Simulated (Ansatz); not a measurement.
# C₂H₁₀Ge: search for a transition state, part 2 of 2

Ansatz 0.2.0, Gaussian basis; PBE0-D4. The steps go on from the part before.

### 7 Relaxing after a step of 0.30 Å one way along the mode

downa/in.yaml

```yaml
crystal:
  periodic: [false, false, false]
  atoms:
    - {symbol: Ge, position_ang: [-0.659758, -0.337656, -0.088794]}
    - {symbol: H, position_ang: [1.153800, -0.853627, -0.882201]}
    - {symbol: H, position_ang: [-1.184852, -1.417145, -1.084350]}
    - {symbol: H, position_ang: [-1.839973, 0.536712, 0.325446]}
    - {symbol: C, position_ang: [0.097565, -1.038658, 1.604933]}
    - {symbol: H, position_ang: [0.915859, -0.101904, -1.005468]}
    - {symbol: C, position_ang: [0.166478, 1.394879, -1.074437]}
    - {symbol: H, position_ang: [-0.717166, -1.105123, 2.337361]}
    - {symbol: H, position_ang: [0.576312, -2.016096, 1.517803]}
    - {symbol: H, position_ang: [0.831353, -0.325206, 1.987283]}
    - {symbol: H, position_ang: [0.218460, 2.086414, -0.234257]}
    - {symbol: H, position_ang: [1.098982, 1.547775, -1.664003]}
    - {symbol: H, position_ang: [-0.656960, 1.629634, -1.739216]}
basis:
  gaussian: {orbitals: def2-TZVP}
hamiltonian: {xc: pbe0, dispersion: d4}
relax: {f_tol: 0.005, max_steps: 200}
```

On the command line:

```bash
$ ansatz run in.yaml --threads 8 --pin off --events-out ev --progress --plain --max-ram 19148MiB
```

The program printed:

```text
Functional definition: PBE0
  name "PBE0"
  cite "Adamo & Barone, J. Chem. Phys. 110, 6158 (1999) doi:10.1063/1.478522"
  cite "Perdew, Burke & Ernzerhof, Phys. Rev. Lett. 77, 3865 (1996) doi:10.1103/PhysRevLett.77.3865"
  parent pbe
  parameter a = 0.25
  parameter kappa = 0.804
  parameter beta = 0.06672455060314922
  exchange = (1 - a)*pbe_x(kappa = kappa, mu = beta*pi^2/3) + a*exact_x
  correlation = pbe_c(beta = beta)
1201 factors; their error is unknown
mean field evaluation 1: about -58733.3260 eV, gradient 6.8e1 eV
mean field evaluation 2: about -58727.1603 eV, gradient 8.0e1 eV
mean field evaluation 4: about -58743.1829 eV, gradient 3.7e0 eV
mean field evaluation 8: about -58743.2109 eV, gradient 5.1e-2 eV
mean field evaluation 16: about -58743.4687 eV, gradient 1.1e-5 eV
mean field -58743.46869821 eV, -2158.7826569060 hartree, gradient 1.1e-5 eV, S^2 0.000000; 0 other end points of the search recorded, 0 dependent functions left out
the calculation of the forces begins
reference -58743.46873041 eV, -2158.7826580893 hartree; 27, 27 occupied and 143, 143 virtual orbitals, 1201 factors
relax step   1: F+E_penalty+E_count = -58743.64878774 eV  Δ(F+E_penalty+E_count) = +0.000e0 eV  max|allowed force component| = 1.499e0 eV/Å  Δτ_max = 0.0000 Å  (27 SCF iters, accepted)
these checks for a lower state are left out or cut short: starts, cluster_reference, orbital_swaps, neighbouring_geometries, increment
1201 factors; their error is unknown
mean field -58744.40822272 eV, -2158.8171837949 hartree, gradient 1.4e-5 eV, S^2 0.000000; 0 other end points of the search recorded, 0 dependent functions left out
the calculation of the forces begins
reference -58744.40825571 eV, -2158.8171850073 hartree; 27, 27 occupied and 143, 143 virtual orbitals, 1201 factors
relax step   2: F+E_penalty+E_count = -58744.58982572 eV  Δ(F+E_penalty+E_count) = -9.410e-1 eV  max|allowed force component| = 1.821e0 eV/Å  Δτ_max = 0.1914 Å  (28 SCF iters, accepted)
these checks for a lower state are left out or cut short: starts, cluster_reference, orbital_swaps, neighbouring_geometries, increment
1201 factors; their error is unknown
mean field -58744.98338164 eV, -2158.8383204953 hartree, gradient 1.9e-5 eV, S^2 0.000000; 0 other end points of the search recorded, 0 dependent functions left out
the calculation of the forces begins
reference -58744.98341470 eV, -2158.8383217103 hartree; 27, 27 occupied and 143, 143 virtual orbitals, 1201 factors
relax step   3: F+E_penalty+E_count = -58745.16515821 eV  Δ(F+E_penalty+E_count) = -5.753e-1 eV  max|allowed force component| = 7.147e-1 eV/Å  Δτ_max = 0.1948 Å  (27 SCF iters, accepted)
[... from here on, the SCF cycles and remarks between the steps are left out ...]
relax step   4: F+E_penalty+E_count = -58745.47165254 eV  Δ(F+E_penalty+E_count) = -3.065e-1 eV  max|allowed force component| = 5.396e-1 eV/Å  Δτ_max = 0.1949 Å  (28 SCF iters, accepted)
relax step   5: F+E_penalty+E_count = -58745.65043703 eV  Δ(F+E_penalty+E_count) = -1.788e-1 eV  max|allowed force component| = 4.046e-1 eV/Å  Δτ_max = 0.1959 Å  (29 SCF iters, accepted)
relax step   6: F+E_penalty+E_count = -58745.76098382 eV  Δ(F+E_penalty+E_count) = -1.105e-1 eV  max|allowed force component| = 2.986e-1 eV/Å  Δτ_max = 0.2000 Å  (27 SCF iters, accepted)
relax step   7: F+E_penalty+E_count = -58745.80983664 eV  Δ(F+E_penalty+E_count) = -4.885e-2 eV  max|allowed force component| = 1.785e-1 eV/Å  Δτ_max = 0.2000 Å  (28 SCF iters, accepted)
relax step   8: F+E_penalty+E_count = -58745.83118967 eV  Δ(F+E_penalty+E_count) = -2.135e-2 eV  max|allowed force component| = 1.427e-1 eV/Å  Δτ_max = 0.2000 Å  (28 SCF iters, accepted)
relax step   9: F+E_penalty+E_count = -58745.84661761 eV  Δ(F+E_penalty+E_count) = -1.543e-2 eV  max|allowed force component| = 1.336e-1 eV/Å  Δτ_max = 0.2000 Å  (27 SCF iters, accepted)
relax step  10: F+E_penalty+E_count = -58745.84226574 eV  Δ(F+E_penalty+E_count) = +4.352e-3 eV  max|allowed force component| = 5.088e-1 eV/Å  Δτ_max = 0.1956 Å  (27 SCF iters, rejected (line search))
relax step  11: F+E_penalty+E_count = -58745.85338008 eV  Δ(F+E_penalty+E_count) = -6.762e-3 eV  max|allowed force component| = 1.029e-1 eV/Å  Δτ_max = 0.0978 Å  (27 SCF iters, accepted)
relax step  12: F+E_penalty+E_count = -58745.86003712 eV  Δ(F+E_penalty+E_count) = -6.657e-3 eV  max|allowed force component| = 1.273e-1 eV/Å  Δτ_max = 0.0985 Å  (27 SCF iters, accepted)
relax step  13: F+E_penalty+E_count = -58745.86189737 eV  Δ(F+E_penalty+E_count) = -1.860e-3 eV  max|allowed force component| = 2.784e-1 eV/Å  Δτ_max = 0.1463 Å  (27 SCF iters, accepted)
relax step  14: F+E_penalty+E_count = -58745.86844792 eV  Δ(F+E_penalty+E_count) = -6.551e-3 eV  max|allowed force component| = 1.985e-1 eV/Å  Δτ_max = 0.2000 Å  (27 SCF iters, accepted)
relax step  15: F+E_penalty+E_count = -58745.87131598 eV  Δ(F+E_penalty+E_count) = -2.868e-3 eV  max|allowed force component| = 1.324e-1 eV/Å  Δτ_max = 0.0720 Å  (28 SCF iters, accepted)
relax step  16: F+E_penalty+E_count = -58745.87390979 eV  Δ(F+E_penalty+E_count) = -2.594e-3 eV  max|allowed force component| = 2.912e-2 eV/Å  Δτ_max = 0.0188 Å  (29 SCF iters, accepted)
relax step  17: F+E_penalty+E_count = -58745.87470682 eV  Δ(F+E_penalty+E_count) = -7.970e-4 eV  max|allowed force component| = 1.822e-1 eV/Å  Δτ_max = 0.1063 Å  (29 SCF iters, accepted)
relax step  18: F+E_penalty+E_count = -58745.87627929 eV  Δ(F+E_penalty+E_count) = -1.572e-3 eV  max|allowed force component| = 1.320e-2 eV/Å  Δτ_max = 0.0632 Å  (29 SCF iters, accepted)
relax step  19: F+E_penalty+E_count = -58745.86220588 eV  Δ(F+E_penalty+E_count) = +1.407e-2 eV  max|allowed force component| = 4.469e-1 eV/Å  Δτ_max = 0.0571 Å  (29 SCF iters, rejected (line search))
relax step  20: F+E_penalty+E_count = -58745.87655484 eV  Δ(F+E_penalty+E_count) = -2.755e-4 eV  max|allowed force component| = 2.287e-2 eV/Å  Δτ_max = 0.0285 Å  (29 SCF iters, accepted)
relax step  21: F+E_penalty+E_count = -58745.87606488 eV  Δ(F+E_penalty+E_count) = +4.900e-4 eV  max|allowed force component| = 2.518e-1 eV/Å  Δτ_max = 0.0660 Å  (28 SCF iters, rejected (line search))
relax step  22: F+E_penalty+E_count = -58745.87705404 eV  Δ(F+E_penalty+E_count) = -4.992e-4 eV  max|allowed force component| = 1.256e-2 eV/Å  Δτ_max = 0.0330 Å  (29 SCF iters, accepted)
relax step  23: F+E_penalty+E_count = -58745.87737631 eV  Δ(F+E_penalty+E_count) = -3.223e-4 eV  max|allowed force component| = 1.171e-1 eV/Å  Δτ_max = 0.0488 Å  (29 SCF iters, accepted)
relax step  24: F+E_penalty+E_count = -58745.87773528 eV  Δ(F+E_penalty+E_count) = -3.590e-4 eV  max|allowed force component| = 5.463e-2 eV/Å  Δτ_max = 0.0176 Å  (29 SCF iters, accepted)
relax step  25: F+E_penalty+E_count = -58745.87818317 eV  Δ(F+E_penalty+E_count) = -4.479e-4 eV  max|allowed force component| = 1.684e-2 eV/Å  Δτ_max = 0.0523 Å  (28 SCF iters, accepted)
relax step  26: F+E_penalty+E_count = -58745.87828551 eV  Δ(F+E_penalty+E_count) = -1.023e-4 eV  max|allowed force component| = 4.751e-2 eV/Å  Δτ_max = 0.0658 Å  (28 SCF iters, accepted)
relax step  27: F+E_penalty+E_count = -58745.87844270 eV  Δ(F+E_penalty+E_count) = -1.572e-4 eV  max|allowed force component| = 1.953e-2 eV/Å  Δτ_max = 0.0145 Å  (29 SCF iters, accepted)
relax step  28: F+E_penalty+E_count = -58745.87847805 eV  Δ(F+E_penalty+E_count) = -3.536e-5 eV  max|allowed force component| = 8.188e-3 eV/Å  Δτ_max = 0.0101 Å  (21 SCF iters, accepted)
relax step  29: F+E_penalty+E_count = -58745.87849354 eV  Δ(F+E_penalty+E_count) = -1.549e-5 eV  max|allowed force component| = 1.270e-2 eV/Å  Δτ_max = 0.0132 Å  (30 SCF iters, accepted)
relax step  30: F+E_penalty+E_count = -58745.87849942 eV  Δ(F+E_penalty+E_count) = -5.878e-6 eV  max|allowed force component| = 8.979e-3 eV/Å  Δτ_max = 0.0078 Å  (21 SCF iters, accepted)
these checks for a lower state are left out or cut short: starts, cluster_reference, orbital_swaps, neighbouring_geometries, increment
1201 factors; their error is unknown
mean field evaluation 224: about -58745.7098 eV, gradient 1.2e-5 eV
mean field -58745.70978483 eV, -2158.8650153203 hartree, gradient 1.2e-5 eV, S^2 0.000000; 0 other end points of the search recorded, 0 dependent functions left out
the calculation of the forces begins
reference -58745.70982028 eV, -2158.8650166230 hartree; 27, 27 occupied and 143, 143 virtual orbitals, 1201 factors
relax step  31: F+E_penalty+E_count = -58745.87850168 eV  Δ(F+E_penalty+E_count) = -2.262e-6 eV  max|allowed force component| = 1.458e-3 eV/Å  Δτ_max = 0.0060 Å  (21 SCF iters, accepted)
1201 factors; their error is unknown
mean field -58745.70978483 eV, -2158.8650153203 hartree, gradient 1.4e-5 eV, S^2 0.000000; 1 other end points of the search recorded, 0 dependent functions left out
the calculation of the forces begins
reference -58745.70982028 eV, -2158.8650166230 hartree; 27, 27 occupied and 143, 143 virtual orbitals, 1201 factors
Total energy: -58745.87853713 eV, -2158.8712168529 hartree
Atom 0 at    -1.000271    -0.007024     0.038250 Å, force    -0.001140    -0.001454    -0.001232 eV/Å
Atom 1 at     1.518975    -1.670134    -1.593309 Å, force     0.001404     0.000153     0.000150 eV/Å
Atom 2 at    -1.154847    -1.145669    -0.993966 Å, force     0.001134     0.000554     0.000440 eV/Å
Atom 3 at    -2.415943     0.415105     0.486506 Å, force     0.000151     0.000786     0.000673 eV/Å
Atom 4 at     0.012081    -0.653496     1.579966 Å, force    -0.000048     0.000232    -0.000187 eV/Å
Atom 5 at     2.248770    -1.539616    -1.504759 Å, force    -0.001458    -0.000240    -0.000208 eV/Å
Atom 6 at    -0.093563     1.511821    -0.792814 Å, force    -0.000068    -0.000094     0.000194 eV/Å
Atom 7 at    -0.493541    -1.499883     2.046466 Å, force     0.000063     0.000169    -0.000107 eV/Å
Atom 8 at     1.008513    -0.972454     1.270143 Å, force    -0.000165     0.000121     0.000204 eV/Å
Atom 9 at     0.116662     0.139451     2.322396 Å, force     0.000112    -0.000177    -0.000113 eV/Å
Atom 10 at     0.009783     2.328155    -0.076000 Å, force     0.000129    -0.000145    -0.000163 eV/Å
Atom 11 at     0.901660     1.218386    -1.130488 Å, force    -0.000184     0.000201     0.000159 eV/Å
Atom 12 at    -0.658178     1.875358    -1.652290 Å, force     0.000070    -0.000108     0.000189 eV/Å
Dipole moment:     0.127493     0.059358     0.048504 e Å
```

It took 42 s on 8 threads of Arm Neoverse V1, shared host.

Along the way: (the energy doesn't fall at every step)

```tsv
step	energy from step 1 (eV)	largest force component (eV/Å)
1	0.0000	1.4991
2	-0.9410	1.8208
3	-1.5164	0.7147
4	-1.8229	0.5396
5	-2.0016	0.4046
6	-2.1122	0.2986
7	-2.1610	0.1785
8	-2.1824	0.1427
9	-2.1978	0.1336
10	-2.1935	0.5088
11	-2.2046	0.1029
12	-2.2112	0.1273
13	-2.2131	0.2784
14	-2.2197	0.1985
15	-2.2225	0.1324
16	-2.2251	0.0291
17	-2.2259	0.1822
18	-2.2275	0.0132
19	-2.2134	0.4469
20	-2.2278	0.0229
21	-2.2273	0.2518
22	-2.2283	0.0126
23	-2.2286	0.1171
24	-2.2289	0.0546
25	-2.2294	0.0168
26	-2.2295	0.0475
27	-2.2297	0.0195
28	-2.2297	0.0082
29	-2.2297	0.0127
30	-2.2297	0.0090
31	-2.2297	0.0015
```

Close pairs (by a distance rule), those that changed most:

```tsv
bond	before (Å)	after (Å)	change (Å)
Ge1–H6	1.838	3.910	+2.072
Ge1–C7	2.158	1.954	-0.203
H2–H6	0.798	0.747	-0.051
Ge1–C5	1.983	1.954	-0.029
C7–H12	1.114	1.091	-0.023
Ge1–H4	1.526	1.544	+0.018
Ge1–H3	1.560	1.545	-0.015
C5–H8	1.098	1.091	-0.007
```

### 8 Relaxing after a step of 0.30 Å the other way along the mode

downb/in.yaml

```yaml
crystal:
  periodic: [false, false, false]
  atoms:
    - {symbol: Ge, position_ang: [-0.535211, -0.596211, -0.086452]}
    - {symbol: H, position_ang: [1.013578, -1.026383, -0.763484]}
    - {symbol: H, position_ang: [-1.249995, -1.480946, -1.103249]}
    - {symbol: H, position_ang: [-1.686313, 0.532791, 0.255267]}
    - {symbol: C, position_ang: [0.093425, -1.080671, 1.663153]}
    - {symbol: H, position_ang: [0.595040, 0.404835, -0.988414]}
    - {symbol: C, position_ang: [0.290691, 1.440286, -1.158025]}
    - {symbol: H, position_ang: [-0.724193, -1.105819, 2.379108]}
    - {symbol: H, position_ang: [0.583994, -2.043320, 1.556773]}
    - {symbol: H, position_ang: [0.832457, -0.343431, 1.980870]}
    - {symbol: H, position_ang: [0.228243, 2.045967, -0.245959]}
    - {symbol: H, position_ang: [1.181567, 1.675927, -1.732860]}
    - {symbol: H, position_ang: [-0.623183, 1.576973, -1.756627]}
basis:
  gaussian: {orbitals: def2-TZVP}
hamiltonian: {xc: pbe0, dispersion: d4}
relax: {f_tol: 0.005, max_steps: 200}
```

On the command line:

```bash
$ ansatz run in.yaml --threads 8 --pin off --events-out ev --progress --plain --max-ram 19148MiB
```

The program printed (excerpt; [...] marks lines left out):

```text
[... 5 set-up lines as earlier in the session ...]
[...]
1201 factors; their error is unknown
[...]
mean field -58743.23390721 eV, -2158.7740284958 hartree, gradient 7.2e-5 eV, S^2 0.000000; 0 other end points of the search recorded, 0 dependent functions left out
[...]
reference -58743.23393973 eV, -2158.7740296910 hartree; 27, 27 occupied and 143, 143 virtual orbitals, 1201 factors
relax step   1: F+E_penalty+E_count = -58743.40933868 eV  Δ(F+E_penalty+E_count) = +0.000e0 eV  max|allowed force component| = 1.920e0 eV/Å  Δτ_max = 0.0000 Å  (25 SCF iters, accepted)
[...]
Atom 3 at    -1.986768    -0.271415    -0.305565 Å, force     0.000264    -0.000115    -0.000320 eV/Å
Atom 4 at     0.102797    -1.006642     1.533878 Å, force     0.000549    -0.000068     0.000216 eV/Å
Atom 5 at     1.539164     1.202289    -0.987716 Å, force    -0.000119     0.000861     0.000353 eV/Å
Atom 6 at     0.762535     1.954949    -1.122805 Å, force    -0.001598     0.000528     0.001605 eV/Å
Atom 7 at    -0.531281    -0.879961     2.412117 Å, force    -0.000086     0.000044     0.000237 eV/Å
Atom 8 at     0.804308    -1.819494     1.725203 Å, force    -0.000194     0.000085    -0.000189 eV/Å
Atom 9 at     0.667546    -0.087695     1.374805 Å, force    -0.000152     0.000221    -0.000255 eV/Å
Atom 10 at     0.323875     2.207273    -0.157385 Å, force     0.001059    -0.001261    -0.003409 eV/Å
Atom 11 at     1.198724     2.849391    -1.566610 Å, force     0.000310    -0.000805     0.000397 eV/Å
Atom 12 at    -0.011799     1.562364    -1.781158 Å, force     0.000554     0.000619     0.001354 eV/Å
Dipole moment:     0.086697     0.044301     0.108746 e Å
```

It took 45 s on 8 threads of Arm Neoverse V1, shared host.

The steps of the relaxation: (not every step is listed) (the energy doesn't fall at every step)

```tsv
step	energy from step 1 (eV)	largest force component (eV/Å)
1	0.0000	1.9198
2	-1.0288	1.1707
3	-1.8205	1.1269
4	-2.3230	0.8001
5	-2.5932	0.6230
6	-2.7627	0.4353
7	-2.8437	0.4018
8	-2.8808	0.0730
9	-2.8588	0.3352
11	-2.8858	0.0287
13	-2.8868	0.0374
15	-2.8878	0.0829
17	-2.8894	0.1582
19	-2.8923	0.0996
21	-2.8964	0.1232
23	-2.9002	0.0774
25	-2.9021	0.0337
27	-2.9026	0.0313
29	-2.9028	0.0047
31	-2.9028	0.0073
32	-2.9029	0.0038
33	-2.9029	0.0155
34	-2.9029	0.0093
35	-2.9029	0.0061
36	-2.9029	0.0034
```

Distances of close pairs at the start and the end, largest changes first:

```tsv
bond	before (Å)	after (Å)	change (Å)
Ge1–H6	1.759	3.758	+1.999
Ge1–H2	1.744	1.539	-0.205
Ge1–H4	1.648	1.539	-0.109
Ge1–C5	1.921	1.953	+0.031
Ge1–H3	1.526	1.540	+0.014
C7–H13	1.101	1.090	-0.011
C7–H11	1.097	1.090	-0.007
C5–H9	1.086	1.091	+0.005
```

### 9 The three structures

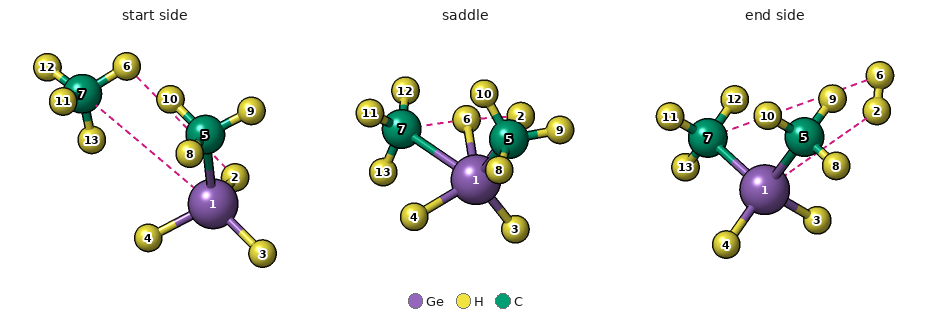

The minimum on the start side, the saddle and the minimum on the end side; broken lines join the pairs that change, where they aren't drawn as bonds.

```tsv
pair	start side (Å)	saddle (Å)	end side (Å)
Ge1–C7	3.947	2.300	1.954
H2–H6	3.250	1.153	0.747
Ge1–H2	1.539	1.895	3.431
H6–C7	1.090	1.377	3.912
```

### 10 Summary of results

What follows sums up all 2 parts.

| quantity | value |
| --- | --- |
| imaginary mode | 1779i cm⁻¹ |
| barrier from the start side | 3.629 eV |
| barrier from the end side | 3.195 eV |
| energy of the step | +0.434 eV |
| pairs that change | Ge1–C7 formed, H2–H6 formed, Ge1–H2 broken, H6–C7 broken |
| zero-point energy at the saddle | 2.748 eV |

The point has a single imaginary mode (1779i cm⁻¹), as a transition state must. It joins the planned start and end. At PBE0-D4/def2-TZVP the electronic barrier is 3.629 eV, about 141 kT at 298 K, and the step runs 0.434 eV uphill. With so stiff a mode tunnelling counts: Wigner's rough correction is a factor of 4.1 at 298 K. These are plain relaxations, not an intrinsic reaction coordinate. Lower complexes than these ends may exist.
